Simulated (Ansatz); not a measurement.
Sn$_{2}$GeP$_{2}$

Input file:

```
crystal:
  lattice:
    - [3.8621367421, 0.0, 0.0]
    - [-1.931068371, 3.3447085315, 0.0]
    - [0.0, 0.0, 8.8988067114]
  atoms:
    - { symbol: Sn, position: [0.6666666667, 0.3333333333, 0.3432935382] }
    - { symbol: Sn, position: [0.3333333333, 0.6666666667, 0.6567064618] }
    - { symbol: Ge, position: [0.0, 0.0, 0.0] }
    - { symbol: P, position: [0.6666666667, 0.3333333333, 0.8261285263] }
    - { symbol: P, position: [0.3333333333, 0.6666666667, 0.1738714737] }
basis:
  ecutwfc: 420
kpoints:
  mp_grid: { grid: [12, 12, 4] }
hamiltonian:
  xc: pbe
scf:
  occupations: { method: gaussian, width: 0.1 }
output:
  forces: true
  stress: true
  eigenvalues: true
  write_density: true
  write_potential: true
  elf: true
  volumetric_format: npy
relax:
  adjacent_minimum: "off"
  f_tol: 0.01
  max_steps: 80
  cell: { stress_tol: 0.05 }
```

Command:

```sh
ansatz run input.yaml --threads 1 --pin off --max-ram 2560MiB --backend cpu --events-out ev --progress --plain --runs-dir out
```

Below, planes, directions and counts refer to the conventional cell (a = 3.86 Å, b = 3.86 Å, c = 8.76 Å, α = 90.00°, β = 90.00°, γ = 120.00°).

The fields are those of the run's last geometry, not of the input's.

Space group P-3m1; a structure generated by program, which may or may not match a known phase.

Level of theory: DFT PBE, scalar-relativistic, plane waves, PAW (Ansatz 0.2.0).

Q: What can the converged valence pseudo-density and electron localisation function tell about the bonding?

A: Ge–P (2.69 Å): ρ at the midpoint is about 0.32 e/Å³; the ELF peaks at about 0.85 in the valence shell of P, 0.8 Å from its nucleus, and is about 0.60 at the midpoint.
Sn–P (2.71 Å): the density is about 0.35 e/Å³ at the midpoint; the ELF peaks at about 0.85 in the valence shell of P, 0.8 Å from its nucleus, and is about 0.55 at the midpoint.

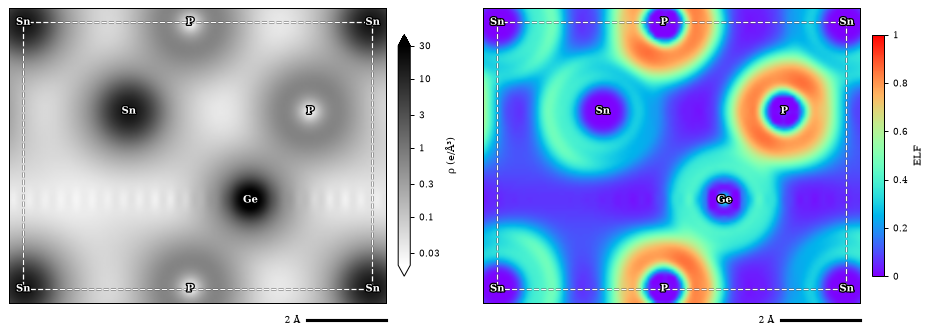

Computed valence pseudo-density and electron localisation function on the (110) plane of the conventional cell, in this order. 

In a PAW calculation such maps are meaningful between the atoms, not at the nuclei.
